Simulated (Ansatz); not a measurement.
BPNH6Cl: several calculations on one system

Part 1: Relaxation

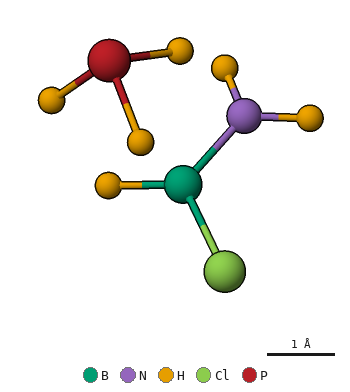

BPNH6Cl, before the relaxation. The picture is a ball-and-stick view, seen from a free direction.

The run prepares an end point of a later path (reaction) calculation, from a guessed geometry.

Level of theory: RKS B3LYP-D4/6-31G* (Ansatz).

Input file:
```yaml
crystal:
  periodic: [false, false, false]
  atoms:
    - { symbol: B, position_ang: [0.063611, 0.025583, 0.269394] }
    - { symbol: "N", position_ang: [-0.036834, 0.342716, 1.696805] }
    - { symbol: H, position_ang: [-0.897854, 0.216872, 2.206003] }
    - { symbol: H, position_ang: [0.687789, 0.826993, 2.20318] }
    - { symbol: Cl, position_ang: [1.578477, 0.39895, -0.58855] }
    - { symbol: H, position_ang: [-0.870062, -0.389339, -0.329716] }
    - { symbol: P, position_ang: [0.57413, -3.007449, 0.873588] }
    - { symbol: H, position_ang: [-0.48473, -2.603319, 0.018297] }
    - { symbol: H, position_ang: [1.590548, -2.440941, 0.063391] }
    - { symbol: H, position_ang: [0.468726, -1.868766, 1.714308] }
basis:
  gaussian: { orbitals: "6-31G*" }
hamiltonian:
  xc: b3lyp
  dispersion: d4
relax:
  f_tol: 0.03
  max_steps: 50
output:
  orbitals: {}
```

Run as
```bash
ansatz run input.yaml --threads 1 --pin off --max-ram 2048MiB --backend cpu --events-out ev --progress --plain --runs-dir out
```

> What does the optimiser find from here?

The largest move after the best rigid fit is that of H8, 0.56 Å. Largest moves by element: H 0.56 Å, P 0.47 Å, B 0.37 Å, N 0.31 Å, Cl 0.17 Å. Near-neighbour distances that change, for instance: B1–N2 1.466 → 1.389 Å, B1–Cl5 1.781 → 1.788 Å, B1–H6 1.184 → 1.190 Å, P7–H10 1.419 → 1.424 Å. After 12 accepted moves (13 points after the start) the energy has fallen by 8.70 kcal/mol. The largest force component goes from 2.6 to 0.028 eV/Å. The line search rejected the trial step at point 10 of the run. Cost: 69 s on 1 thread of Arm Neoverse V1, on a shared host, peak memory 0.16 GiB.

History of the run:

```csv
step,"E − E(0), kcal/mol","largest force component, eV/Å",note
0,0.00,2.5525,
1,-5.82,1.2870,
2,-7.78,0.9948,
3,-8.30,0.3254,
4,-8.35,0.2499,
5,-8.54,0.1623,
6,-8.55,0.1865,
7,-8.61,0.1262,
8,-8.66,0.0713,
9,-8.67,0.0649,
10,-8.40,0.4512,rejected
11,-8.68,0.0495,
12,-8.69,0.0978,
13,-8.70,0.0277,
```

The structure at the end:

```xyz
10

B    -0.0200    0.3863    0.3001
N    -0.0950    0.6423    1.6628
H    -0.9616    0.5581    2.1763
H     0.6968    0.9354    2.2202
Cl    1.5454    0.5620   -0.5452
H    -0.9732    0.0470   -0.3262
P     0.7537   -3.4427    0.8425
H    -0.3908   -3.1591    0.0427
H     1.6216   -2.6683    0.0230
H     0.4970   -2.3597    1.7306
```

The end point in the same view:

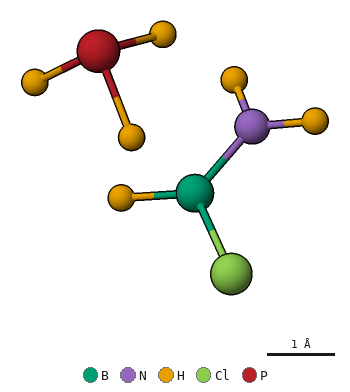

Limits of the set-up: the start holds two separate molecules, 2.3 Å apart at their closest, whose relative position is a soft coordinate.

Part 2: Relaxation

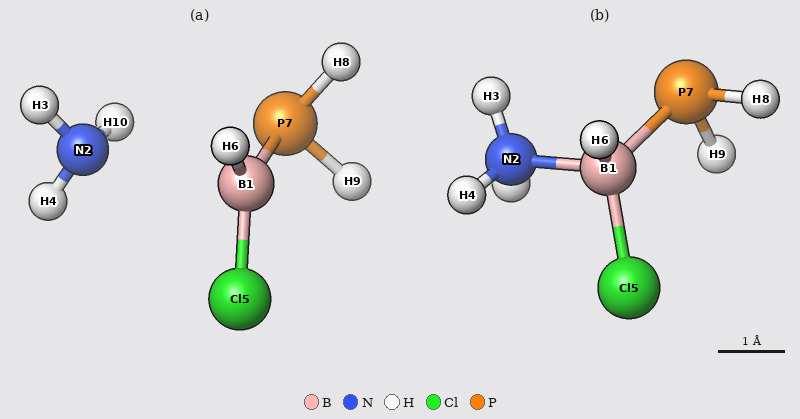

The structure of BPNH₆Cl before (left) and after (right) a relaxation, at one scale.

Style: ball-and-stick. Shown from a free direction.

The run prepares an end point of a later path (reaction) calculation, from a guessed geometry.

The calculation used RKS B3LYP-D4/6-31G* (Ansatz). (no spin polarisation; force threshold 0.03 eV/Å; at most 50 steps)

> What changed between the two?

The atom that moves furthest after the best rigid fit is H10 (0.95 Å). By element the largest moves are H 0.95 Å, B 0.69 Å, P 0.54 Å, N 0.46 Å, Cl 0.39 Å. Some distances before and after: B1–N2 2.737 → 1.646 Å, B1–Cl5 1.772 → 1.873 Å, B1–P7 1.917 → 1.981 Å, B1–H6 1.186 → 1.201 Å. New bonds form, among them: B1–N2 (2.74 → 1.65 Å). Bond angles that change, for instance: H6–B1–P7 121.6° → 111.1°, Cl5–B1–H6 117.6° → 111.8°, Cl5–B1–P7 120.6° → 118.3°. Over 14 accepted moves (16 points after the start) the energy falls by 93.9 kJ/mol. Largest force component: 0.79 eV/Å at the start, 0.012 eV/Å at the end. The line search rejected the trial steps at points 5, 14 of the run.

Limits of the set-up: the start holds two separate molecules, 2.6 Å apart at their closest, whose relative position is a soft coordinate.

Part 3: Path

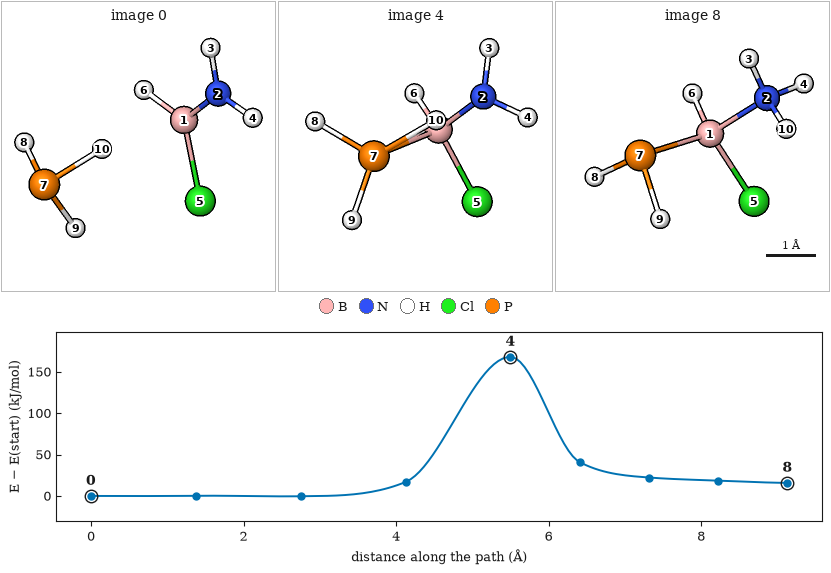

A nudged-elastic-band calculation for BPNH$_{6}$Cl, made up at the start of BNH3Cl and PH$_{3}$. Images are numbered from 0 (start) to 8 (end). Style: ball-and-stick. Shown from a free direction.

These are results of RKS B3LYP-D4/6-31G* (Ansatz), not measurements. Set-up: 7 movable images; climbing image; force threshold 0.05 eV/Å; iteration limit 39; starting path through a guess of the saddle point.

Question: Read off the barrier and say what moves.

Answer: Breaking: P7–H10 (1.42 → 1.62 at the top → 3.09 Å). Forming: B1–P7 (3.94 → 2.07 at the top → 1.98 Å), N2–H10 (3.06 → 1.51 at the top → 1.02 Å). Forward barrier 168.0 kJ/mol, backward barrier 152.2 kJ/mol, with image 4 at the top; the reaction energy is +15.8 kJ/mol. The band converged in 29 iterations, with a climbing image at the top.

Limits of the set-up: the start holds two separate molecules, 3.1 Å apart at their closest, whose relative position is a soft coordinate.

Cost: 14 min on 1 thread of Arm Neoverse V1, with other jobs on the host, peak memory 0.17 GiB.
